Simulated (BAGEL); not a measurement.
# HF/3-21G (density fitting with qzvpp-jkfit) run of C2H3FSSi (SMILES F[SiH2]C=C=S)

Aim: the energy change on altering one bond length of C2H3FSSi at HF/3-21G (density fitting with qzvpp-jkfit), from 2 runs. 

The calculation is run with BAGEL 1.2.2.

2 further runs of the same task are left out: 1 that didn't finish, 1 set aside as unsound or not needed. Runs told in other sessions of the task aren't counted.

## Step 1: The molecule

C2H3FSSi: 8 atoms, total charge 0, spin state singlet. SMILES: `F[SiH2]C=C=S`. The shape is that of a GFN2-xTB optimisation. This is one conformer, not always the lowest.

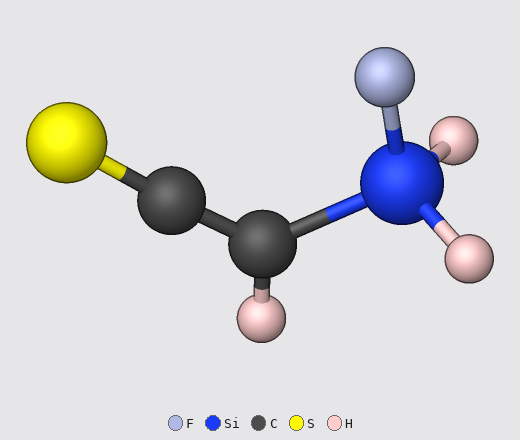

Viewed from a chosen angle; fluorine light blue, silicon blue, carbon dark grey, sulfur yellow, hydrogen pink.

## Step 2: The energy at HF/3-21G (density fitting with qzvpp-jkfit)

input.json

```json
{ "bagel" : [

{
  "title" : "molecule",
  "basis" : "3-21g",
  "df_basis" : "qzvpp-jkfit",
  "angstrom" : true,
  "geometry" : [
    { "atom" : "F", "xyz" : [      -1.253920,      -0.326960,       1.463900 ] },
    { "atom" : "Si", "xyz" : [       0.267060,       0.041160,       1.106290 ] },
    { "atom" : "C", "xyz" : [       0.429860,       0.092500,      -0.766640 ] },
    { "atom" : "C", "xyz" : [      -0.572580,      -0.090000,      -1.563850 ] },
    { "atom" : "S", "xyz" : [      -1.833740,      -0.323980,      -2.443310 ] },
    { "atom" : "H", "xyz" : [       0.486020,       1.354760,       1.693630 ] },
    { "atom" : "H", "xyz" : [       1.064030,      -1.038480,       1.669340 ] },
    { "atom" : "H", "xyz" : [       1.413270,       0.291000,      -1.159350 ] }
  ]
},

{
  "title" : "hf"
},

{
  "title" : "print",
  "file" : "orbitals.molden",
  "orbitals" : true
}

]}
```

Run with:

```
$ BAGEL_NUM_THREADS=1 BAGEL input.json > input.out
```

The log of the run:

```text
* using 1 threads per process

  ===============================================================
  ===============================================================

  *** Geometry ***

  { "atom" : "F", "xyz" : [     -2.369565,     -0.617865,      2.766370 ] },
  { "atom" : "Si", "xyz" : [      0.504670,      0.077781,      2.090585 ] },
  { "atom" : "C", "xyz" : [      0.812318,      0.174800,     -1.448740 ] },
  { "atom" : "C", "xyz" : [     -1.082019,     -0.170075,     -2.955248 ] },
  { "atom" : "S", "xyz" : [     -3.465266,     -0.612233,     -4.617187 ] },
  { "atom" : "H", "xyz" : [      0.918445,      2.560125,      3.200497 ] },
  { "atom" : "H", "xyz" : [      2.010725,     -1.962443,      3.154595 ] },
  { "atom" : "H", "xyz" : [      2.670693,      0.549910,     -2.190854 ] },

  Number of auxiliary basis functions:      537

  Since a DF basis is specified, we compute 2- and 3-index integrals:
    o Being stored without compression. Storage requirement is 0.015 GB

  Number of basis functions:       59
  Number of electrons      :       54

    * METHOD: MOLECULE                             0.48

  *** RHF ***

  === Nuclear Repulsion ===
   246.5067120186

      * DIIS with orbital gradients will be used.

  === RHF iteration (3-21g) ===
      0       -858.79907825          0.01876339           0.13
      1       -858.89706419          0.01021317           0.12
      2       -858.92390796          0.00149838           0.12
      3       -858.92536175          0.00054236           0.12
      4       -858.92556307          0.00023913           0.12
      5       -858.92562432          0.00008826           0.12
      6       -858.92563672          0.00003276           0.12
      7       -858.92563813          0.00001384           0.12
      8       -858.92563833          0.00000548           0.12
      9       -858.92563835          0.00000213           0.16
     10       -858.92563835          0.00000079           0.11
     11       -858.92563835          0.00000041           0.11
     12       -858.92563836          0.00000015           0.11
     13       -858.92563836          0.00000007           0.11
     14       -858.92563836          0.00000002           0.11
     15       -858.92563836          0.00000001           0.11
     16       -858.92563836          0.00000000           0.11
    * SCF iteration converged.

    * Permanent dipole moment:
           (   -1.327787,    -0.294030,    -0.176648) a.u.

    * METHOD: HF                                   2.37

    * METHOD: PRINT                                0.03

  ===============================================================
```

Wall time 3.6 s (1 thread of AMD EPYC, shared host); peak memory 0.11 GiB.

## Step 3: The distorted shape

calc.json

```json
{ "bagel" : [

{
  "title" : "molecule",
  "basis" : "3-21g",
  "df_basis" : "qzvpp-jkfit",
  "angstrom" : true,
  "geometry" : [
    { "atom" : "F", "xyz" : [   -1.745580,   -0.426201,    1.660237 ] },
    { "atom" : "Si", "xyz" : [   -0.224600,   -0.058081,    1.302627 ] },
    { "atom" : "C", "xyz" : [   -0.061800,   -0.006741,   -0.570303 ] },
    { "atom" : "C", "xyz" : [   -1.064240,   -0.189241,   -1.367513 ] },
    { "atom" : "S", "xyz" : [   -2.325400,   -0.423221,   -2.246973 ] },
    { "atom" : "H", "xyz" : [   -0.005640,    1.255519,    1.889967 ] },
    { "atom" : "H", "xyz" : [    0.572370,   -1.137721,    1.865677 ] },
    { "atom" : "H", "xyz" : [    1.413270,    0.291000,   -1.159350 ] }
  ]
},
{ "title" : "hf" },
{ "title" : "print", "file" : "orbitals.molden", "orbitals" : true }

]}
```

Run with:

```
$ BAGEL_NUM_THREADS=1 BAGEL calc.json > calc.out
```

The log of the run:

```text
* using 1 threads per process

  ===============================================================
  ===============================================================

  *** Geometry ***

  { "atom" : "F", "xyz" : [     -3.298668,     -0.805403,      3.137393 ] },
  { "atom" : "Si", "xyz" : [     -0.424432,     -0.109757,      2.461608 ] },
  { "atom" : "C", "xyz" : [     -0.116785,     -0.012739,     -1.077716 ] },
  { "atom" : "C", "xyz" : [     -2.011122,     -0.357614,     -2.584225 ] },
  { "atom" : "S", "xyz" : [     -4.394369,     -0.799772,     -4.246164 ] },
  { "atom" : "H", "xyz" : [     -0.010658,      2.372587,      3.571520 ] },
  { "atom" : "H", "xyz" : [      1.081623,     -2.149981,      3.525619 ] },
  { "atom" : "H", "xyz" : [      2.670693,      0.549910,     -2.190854 ] },

  Number of auxiliary basis functions:      537

  Since a DF basis is specified, we compute 2- and 3-index integrals:
    o Being stored without compression. Storage requirement is 0.015 GB

  Number of basis functions:       59
  Number of electrons      :       54

    * METHOD: MOLECULE                             0.56

  *** RHF ***

  === Nuclear Repulsion ===
   244.3967432842

      * DIIS with orbital gradients will be used.

  === RHF iteration (3-21g) ===
      0       -858.71071860          0.01860368           0.15
      1       -858.81271246          0.01020478           0.12
      2       -858.84045670          0.00160896           0.13
      3       -858.84201474          0.00060136           0.12
      4       -858.84221218          0.00021649           0.12
      5       -858.84225704          0.00008022           0.12
      6       -858.84226789          0.00003978           0.12
      7       -858.84227036          0.00001401           0.12
      8       -858.84227054          0.00000544           0.17
      9       -858.84227056          0.00000205           0.12
     10       -858.84227056          0.00000081           0.12
     11       -858.84227056          0.00000042           0.12
     12       -858.84227056          0.00000014           0.12
     13       -858.84227056          0.00000008           0.12
     14       -858.84227057          0.00000002           0.12
     15       -858.84227056          0.00000001           0.11
    * SCF iteration converged.

    * Permanent dipole moment:
           (   -1.341282,    -0.297430,    -0.149128) a.u.

    * METHOD: HF                                   2.32

    * METHOD: PRINT                                0.02

  ===============================================================
```

It took 3.6 s on 1 thread of AMD EPYC, shared host; peak memory 0.11 GiB.

## Step 4: Results

Level: HF/3-21G (density fitting with qzvpp-jkfit).

| quantity | value |
| --- | --- |
| first shape: total energy | -858.92564 Eh |
| first shape: dipole moment | 3.49 D |
| first shape: HOMO energy | -9.16 eV |
| first shape: LUMO energy | 1.56 eV |
| first shape: HOMO–LUMO gap | 10.72 eV |
| distorted shape: total energy | -858.84227 Eh |
| distorted shape: dipole moment | 3.51 D |
| distorted shape: HOMO energy | -9.17 eV |
| distorted shape: LUMO energy | 0.51 eV |
| distorted shape: HOMO–LUMO gap | 9.68 eV |
| energy change with the C3–H8 bond stretched from 1.077 to 1.616 Å | 2.269 eV |

In words: One bond (distorted shape) is far stretched, which a spin-restricted single reference describes badly; a broken-symmetry solution may lie lower. With the C3–H8 bond stretched from 1.077 to 1.616 Å the energy rises by 2.27 eV (52 kcal/mol). The first shape isn't relaxed at this level, so the change isn't measured from a minimum. A restricted reference can't describe the breaking bond well at this length.
